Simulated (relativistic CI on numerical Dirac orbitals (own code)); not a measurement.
# W⁵⁺ (5d) in crystal fields: levels and magnetism

Aim: the levels, ground state and powder susceptibility of W⁵⁺ in 6 parametric crystal fields.

The numbers are computed with relativistic CI on numerical Dirac orbitals (own code) version 1 (Dirac-Coulomb-Breit CI, KLI orbitals optimised for each configuration, model QED (radiative potential, 1s self-energy scaled to tabulated hydrogen-like ionisation energies), valence Slater integrals scaled by 0.9, one configuration in a parametric crystal field), except any that are marked as measured or tabulated.

**1. Starting point**

| Quantity | Value |
| --- | --- |
| ion | W⁵⁺ (W VI) |
| nuclear charge | 74 |
| electrons | 69 |
| open shell | 5d |
| Slater scale | 0.9 |
| field 1 (cm⁻¹) | Oh, 10Dq = 10000 |
| field 2 (cm⁻¹) | Oh, 10Dq = 18000 |
| field 3 (cm⁻¹) | Oh, 10Dq = 25950 |
| field 4 (cm⁻¹) | Oh, 10Dq = 33950 |
| field 5 (cm⁻¹) | Oh, 10Dq = 41950 |
| field 6 (cm⁻¹) | Oh, 10Dq = 49950 |

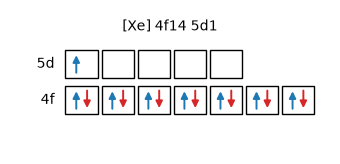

The shells outside the core, filled by Hund's rule for the drawing.

**2. Field 1: Oh, 10Dq = 10000**

Settings, as recorded:

```ini
atom W  Z=74  charge=5  electrons=69
nucleus A=184  rms_radius_fm=5.3658
hamiltonian dirac-coulomb  breit=on  qed=on  c_scale=1
orbitals kli  potential=per-configuration
slater_scale 0.9
correlation none
mixing on
configurations
  [Xe] 4f14 5d
end
crystal_field Oh 10Dq=10000
```

Results of the run (chosen fields of its result record, rounded):

```text
status: converged
cf_levels [E_cm, degeneracy, irrep, S_eff, L_eff, J_eff, g_principal]:
  - [0, 4, "G8", 0.5, 2, 1.671, "-"]
  - [6029.4, 2, "G7", 0.5, 2, 2.5, [2.001, 2.001, 2.001]]
  - [14024.5, 4, "G8", 0.5, 2, 2.379, "-"]
chiT [K, cm3 K/mol]: [[2, 0.130702], [5, 0.130904], [10, 0.13124], [20, 0.131912], [50, 0.133929], [100, 0.137291], [200, 0.144015], [300, 0.150739]]
stabilisation [cm-1]: -1995.11
radial 5d [Ha, bohr]: {"<r^-3>(5d)": 11.283, "<r^1>(5d)": 1.5903, "<r^2>(5d)": 2.8732, "<r^4>(5d)": 12.791, "zeta(5d)": 0.014599}
n_levels_all: 3
free-ion levels [i, E_cm, J2, term, w_term]:
  - [0, 0, 3, "2D", 1]
  - [1, 8034.2495, 5, "2D", 1]
```

It took 0.12 s on 1 thread, shared host.

**3. Field 2: Oh, 10Dq = 18000**

Changes to the settings of step 2:

```diff
@@ -10,2 +10,2 @@
 end
-crystal_field Oh 10Dq=10000
+crystal_field Oh 10Dq=18000
```

Main fields:

```text
status: converged
cf_levels [E_cm, degeneracy, irrep, S_eff, L_eff, J_eff, g_principal]:
  - [0, 4, "G8", 0.5, 2, 1.763, "-"]
  - [5581.2, 2, "G7", 0.5, 2, 2.5, [2.001, 2.001, 2.001]]
  - [21128.1, 4, "G8", 0.5, 2, 2.307, "-"]
chiT [K, cm3 K/mol]: [[2, 0.0617744], [5, 0.0620331], [10, 0.0624643], [20, 0.0633267], [50, 0.0659137], [100, 0.0702254], [200, 0.0788488], [300, 0.0874723]]
stabilisation [cm-1]: -4746.91
n_levels_all: 3
```

Wall time 0.12 s (1 thread, shared host).

**4. Field 3: Oh, 10Dq = 25950**

Changes to the settings of step 3:

```diff
@@ -10,2 +10,2 @@
 end
-crystal_field Oh 10Dq=18000
+crystal_field Oh 10Dq=25950
```

Main fields:

```text
status: converged
cf_levels [E_cm, degeneracy, irrep, S_eff, L_eff, J_eff, g_principal]:
  - [0, 4, "G8", 0.5, 2, 1.812, "-"]
  - [5371.7, 2, "G7", 0.5, 2, 2.5, [2.001, 2.001, 2.001]]
  - [28659.2, 4, "G8", 0.5, 2, 2.267, "-"]
chiT [K, cm3 K/mol]: [[2, 0.0347556], [5, 0.0350366], [10, 0.0355049], [20, 0.0364415], [50, 0.0392514], [100, 0.0439346], [200, 0.0533009], [300, 0.0626673]]
stabilisation [cm-1]: -7717.45
n_levels_all: 3
```

Run time: 0.12 s. Hardware: 1 thread, shared host.

**5. Field 4: Oh, 10Dq = 33950**

Changes to the settings of step 4:

```diff
@@ -10,2 +10,2 @@
 end
-crystal_field Oh 10Dq=25950
+crystal_field Oh 10Dq=33950
```

Main fields:

```text
status: converged
cf_levels [E_cm, degeneracy, irrep, S_eff, L_eff, J_eff, g_principal]:
  - [0, 4, "G8", 0.5, 2, 1.841, "-"]
  - [5251, 2, "G7", 0.5, 2, 2.5, [2.001, 2.001, 2.001]]
  - [36417.8, 4, "G8", 0.5, 2, 2.242, "-"]
chiT [K, cm3 K/mol]: [[2, 0.0219976], [5, 0.0222899], [10, 0.0227771], [20, 0.0237513], [50, 0.0266742], [100, 0.0315456], [200, 0.0412885], [300, 0.0510313]]
stabilisation [cm-1]: -10796.8
n_levels_all: 3
```

Run time: 0.12 s. Hardware: 1 thread, shared host.

**6. Field 5: Oh, 10Dq = 41950**

Changes to the settings of step 5:

```diff
@@ -10,2 +10,2 @@
 end
-crystal_field Oh 10Dq=33950
+crystal_field Oh 10Dq=41950
```

Main fields:

```text
status: converged
cf_levels [E_cm, degeneracy, irrep, S_eff, L_eff, J_eff, g_principal]:
  - [0, 4, "G8", 0.5, 2, 1.861, "-"]
  - [5173.4, 2, "G7", 0.5, 2, 2.5, [2.001, 2.001, 2.001]]
  - [44262.5, 4, "G8", 0.5, 2, 2.225, "-"]
chiT [K, cm3 K/mol]: [[2, 0.015131], [5, 0.01543], [10, 0.0159283], [20, 0.0169248], [50, 0.0199146], [100, 0.0248976], [200, 0.0348636], [300, 0.0448295]]
stabilisation [cm-1]: -13919.1
n_levels_all: 3
```

Wall time 0.12 s (1 thread, shared host).

**7. Field 6: Oh, 10Dq = 49950**

Changes to the settings of step 6:

```diff
@@ -10,2 +10,2 @@
 end
-crystal_field Oh 10Dq=41950
+crystal_field Oh 10Dq=49950
```

Main fields:

```text
status: converged
cf_levels [E_cm, degeneracy, irrep, S_eff, L_eff, J_eff, g_principal]:
  - [0, 4, "G8", 0.5, 2, 1.874, "-"]
  - [5119.3, 2, "G7", 0.5, 2, 2.5, [2.001, 2.001, 2.001]]
  - [52154.4, 4, "G8", 0.5, 2, 2.214, "-"]
chiT [K, cm3 K/mol]: [[2, 0.0110427], [5, 0.0113461], [10, 0.0118517], [20, 0.012863], [50, 0.0158969], [100, 0.0209535], [200, 0.0310665], [300, 0.0411795]]
stabilisation [cm-1]: -17065.0
n_levels_all: 3
```

It took 0.12 s on 1 thread, shared host.

**8. The fields side by side**

| field | ground state | degeneracy | S | J | first gap (cm⁻¹) | stabilisation (cm⁻¹) | χT at 2 K | χT at 300 K |
| --- | --- | --- | --- | --- | --- | --- | --- | --- |
| 1: Oh | G8 | 4 | 0.50 | 1.67 | 6029 | -1995 | 0.131 | 0.151 |
| 2: Oh | G8 | 4 | 0.50 | 1.76 | 5581 | -4747 | 0.062 | 0.087 |
| 3: Oh | G8 | 4 | 0.50 | 1.81 | 5372 | -7717 | 0.035 | 0.063 |
| 4: Oh | G8 | 4 | 0.50 | 1.84 | 5251 | -10797 | 0.022 | 0.051 |
| 5: Oh | G8 | 4 | 0.50 | 1.86 | 5173 | -13919 | 0.015 | 0.045 |
| 6: Oh | G8 | 4 | 0.50 | 1.87 | 5119 | -17065 | 0.011 | 0.041 |

χT is in cm³ K/mol; stabilisation counts from the free ion's lowest level; S and J come from the expectation values of their squares.

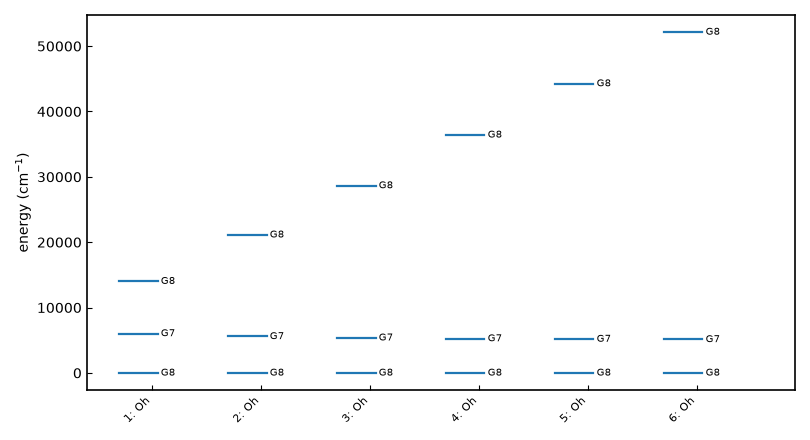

The lowest levels in each field.

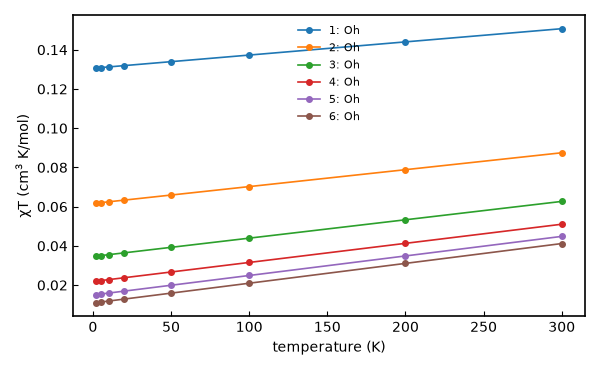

χT against temperature, by Van Vleck's formula.

**9. Results**

| quantity | value |
| --- | --- |
| ground spin (effective S from ⟨S²⟩) | 1: 0.50, 2: 0.50, 3: 0.50, 4: 0.50, 5: 0.50, 6: 0.50 |
| χT at 300 K | 0.04 to 0.15 cm³ K/mol |

What this shows: All fields leave the ground state at S = 1/2. The field is a set of parameters, without covalency or charge transfer.
